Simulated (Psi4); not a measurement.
# AlF3 (SMILES F[Al](F)F): TPSS/6-311+G(d,p)

What is the energy change on altering one bond length of AlF3 at TPSS/6-311+G**? 

Program for the calculation: Psi4 1.11.

## (1) The structure to begin with

AlF3: 4 atoms, total charge 0, spin state singlet. As SMILES, `F[Al](F)F`. The coordinates come from a PBE0-D4/def2-TZVP relaxation.

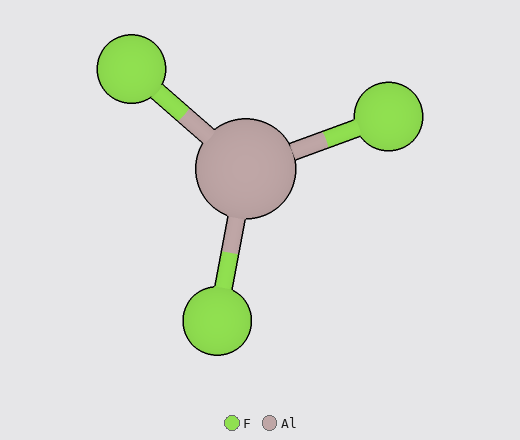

Viewed from a chosen angle; fluorine green, aluminium light grey.

## (2) The energy at TPSS/6-311+G(d,p)

input.json

```json
{
 "schema_name": "qcschema_input",
 "schema_version": 1,
 "molecule": {
  "schema_name": "qcschema_molecule",
  "schema_version": 2,
  "symbols": ["F", "Al", "F", "F"],
  "geometry": [1.62404953, -1.3654972, 2.23019808, 0.0, -1.89e-05, 0.0, -2.72260402, -1.15751394, -0.85058463, 1.09855449, 2.52303004, -1.37957566],
  "molecular_charge": 0,
  "molecular_multiplicity": 1,
  "fix_symmetry": "c1"
 },
 "driver": "energy",
 "model": {
  "method": "tpss",
  "basis": "6-311+G**"
 },
 "keywords": {
  "puream": true,
  "e_convergence": 1e-09,
  "d_convergence": 1e-08,
  "scf_type": "pk",
  "dft_radial_points": 99,
  "dft_spherical_points": 590
 }
}
```

Run with:

```bash
psi4 --qcschema input.json -n 1 --memory 2200MB
```

stdout:

```text
[...]
  Running in c1 symmetry.
[...]
  Nuclear repulsion =  159.600526173030318
[...]
  Multiplicity = 1
[...]
  Nalpha       = 20
  Nbeta        = 20
[...]
    Number of basis functions: 96
[...]
   @RKS iter   1:  -542.05445245443093   -4.92950e-01   9.66699e-03 DIIS/ADIIS
[...]
   @RKS iter  10:  -542.30586759521077   -2.84217e-12   1.24815e-09 DIIS
[...]
    Orbital Energies [Eh]
    ---------------------
    Doubly Occupied:
       1A    -55.686537     2A    -24.406936     3A    -24.406934
       4A    -24.406931     5A     -4.057055     6A     -2.630751
       7A     -2.624704     8A     -2.624704     9A     -1.117864
      10A     -1.106122    11A     -1.106121    12A     -0.465228
      13A     -0.424235    14A     -0.424233    15A     -0.403015
      16A     -0.390726    17A     -0.390725    18A     -0.383823
      19A     -0.383822    20A     -0.364701
[...]
  @RKS Final Energy:  -542.30586759521077
   => Energetics <=
    Nuclear Repulsion Energy =            159.6005261730303175
    One-Electron Energy =               -1073.8986633858366986
    Two-Electron Energy =                 422.2752393746559960
    DFT Exchange-Correlation Energy =     -50.2829697570603926
    Empirical Dispersion Energy =           0.0000000000000000
    VV10 Nonlocal Energy =                  0.0000000000000000
    Total Energy =                       -542.3058675952107706
[...]
 Multipole Moments:
 ------------------------------------------------------------------------------------
     Multipole            Electronic (a.u.)      Nuclear  (a.u.)        Total (a.u.)
 ------------------------------------------------------------------------------------
 L = 1.  Multiply by 2.5417464519 to convert [e a0] to [Debye]
 Dipole X            :         -0.0000004            0.0000000           -0.0000004
 Dipole Y            :         -0.0000355           -0.0000037           -0.0000393
 Dipole Z            :         -0.0000204           -0.0000019           -0.0000222
 Magnitude           :                                                    0.0000451
[...]
```

The result, in JSON:

```text
{
 "driver": "energy",
 "model": {
  "method": "tpss",
  "basis": "6-311+G**"
 },
 "success": true,
 "return_result": -542.3058675952108,
 "properties": {
  "calcinfo_nbasis": 96,
  "calcinfo_nmo": 96,
  "calcinfo_nalpha": 20,
  "calcinfo_nbeta": 20,
  "calcinfo_natom": 4,
  "nuclear_repulsion_energy": 159.60052617303032,
  "return_energy": -542.3058675952108,
  "scf_one_electron_energy": -1073.8986633858367,
  "scf_two_electron_energy": 422.275239374656,
  "scf_xc_energy": -50.28296975706039,
  "scf_dipole_moment": [-3.6218923993303065e-07, -3.9254367112384614e-05, -2.223219059893644e-05],
  "scf_total_energy": -542.3058675952108,
  "scf_iterations": 10
 }
}
```

It took 40 s on 1 thread of Intel Xeon at 2.50GHz (Skylake/Cascade Lake), shared host; peak memory 0.93 GiB.

## (3) The distorted shape: energy and gradient at TPSS/6-311+G(d,p)

alf3.xyz

```xyz
4
AlF3
F      1.579744    -0.416345     1.405214
Al     0.720334     0.306235     0.225044
F     -1.440740    -0.612530    -0.450110
F      1.301664     1.641375    -0.504996
```

run_ase.py

```python
import numpy as np
from ase.calculators.psi4 import Psi4
from ase.io import read

mol = read('alf3.xyz')
calc = Psi4(atoms=mol, method='tpss', basis='6-311+G**', memory='2200MB', num_threads=1, charge=0, multiplicity=1, label='psi4-calc')
calc.psi4.set_options({'puream': True, 'e_convergence': 1e-09, 'd_convergence': 1e-08, 'scf_type': 'pk', 'dft_radial_points': 99, 'dft_spherical_points': 590})
mol.calc = calc

forces = mol.get_forces()
print(f'energy: {mol.get_potential_energy():.6f} eV')
print('forces / eV A^-1')
print(np.round(forces, 5))
```

Run with:

```bash
python run_ase.py
```

psi4-calc.dat:

```text
[...]
  Running in c1 symmetry.
[...]
  Nuclear repulsion =  140.694585766858779
[...]
  Multiplicity = 1
[...]
  Nalpha       = 20
  Nbeta        = 20
[...]
    Number of basis functions: 96
[...]
   @RKS iter   1:  -541.90149544851567   -5.44032e-01   1.00139e-02 DIIS/ADIIS
[...]
   @RKS iter  12:  -542.20345916584859   -9.27685e-11   6.62519e-09 DIIS
[...]
    Orbital Energies [Eh]
    ---------------------
    Doubly Occupied:
       1A    -55.763059     2A    -24.444310     3A    -24.444308
       4A    -24.342859     5A     -4.125135     6A     -2.698708
       7A     -2.692998     8A     -2.692594     9A     -1.149451
      10A     -1.141502    11A     -0.992198    12A     -0.490759
      13A     -0.456426    14A     -0.430679    15A     -0.430398
      16A     -0.416994    17A     -0.407738    18A     -0.327785
      19A     -0.286062    20A     -0.284557
[...]
  @RKS Final Energy:  -542.20345916584859
   => Energetics <=
    Nuclear Repulsion Energy =            140.6945857668587792
    One-Electron Energy =               -1035.5623702959767343
    Two-Electron Energy =                 402.7803956354927095
    DFT Exchange-Correlation Energy =     -50.1160702722233893
    Empirical Dispersion Energy =           0.0000000000000000
    VV10 Nonlocal Energy =                  0.0000000000000000
    Total Energy =                       -542.2034591658485851
[...]
 Multipole Moments:
 ------------------------------------------------------------------------------------
     Multipole            Electronic (a.u.)      Nuclear  (a.u.)        Total (a.u.)
 ------------------------------------------------------------------------------------
 L = 1.  Multiply by 2.5417464519 to convert [e a0] to [Debye]
 Dipole X            :          0.9676517            0.0671954            1.0348471
 Dipole Y            :          0.4113584            0.0285639            0.4399223
 Dipole Z            :          0.3022931            0.0209911            0.3232842
 Magnitude           :                                                    1.1700225
[...]
  -Total Gradient:
     Atom            X                  Y                   Z
    ------   -----------------  -----------------  -----------------
       1       -0.006691347126     0.011252341318    -0.013902945666
       2        0.076356170651     0.032462633189     0.023853808087
       3       -0.066653753441    -0.028337031958    -0.020823689606
       4       -0.003089064027    -0.015411108668     0.010848427922
[...]
```

Standard output:

```text
energy: -14754.107631 eV
forces / eV A^-1
[[ 0.34408 -0.57862  0.71492]
 [-3.92639 -1.6693  -1.22661]
 [ 3.42747  1.45715  1.0708 ]
 [ 0.15885  0.79247 -0.55785]]
```

Run time: 53 s. Hardware: 1 thread of Intel Xeon at 2.50GHz (Skylake/Cascade Lake), shared host; peak memory 0.93 GiB.

## (4) What came out

Level: TPSS/6-311+G**.

| quantity | value |
| --- | --- |
| first shape: total energy | -542.30587 Eh |
| first shape: dipole moment | 0.00 D |
| first shape: HOMO energy | -9.92 eV |
| first shape: LUMO energy | -2.41 eV |
| first shape: HOMO–LUMO gap | 7.52 eV |
| distorted shape: total energy | -542.20346 Eh |
| distorted shape: dipole moment | 2.97 D |
| distorted shape: HOMO energy | -7.74 eV |
| distorted shape: LUMO energy | -4.64 eV |
| distorted shape: HOMO–LUMO gap | 3.10 eV |
| distorted shape: largest force on an atom | 4.439 eV/Å |
| energy change with the Al2–F3 bond stretched from 1.629 to 2.443 Å | 2.787 eV |

**Reading.** With the Al2–F3 bond stretched from 1.629 to 2.443 Å the energy rises by 2.79 eV (269 kJ/mol). The first shape isn't relaxed at this level, so the change isn't measured from a minimum.
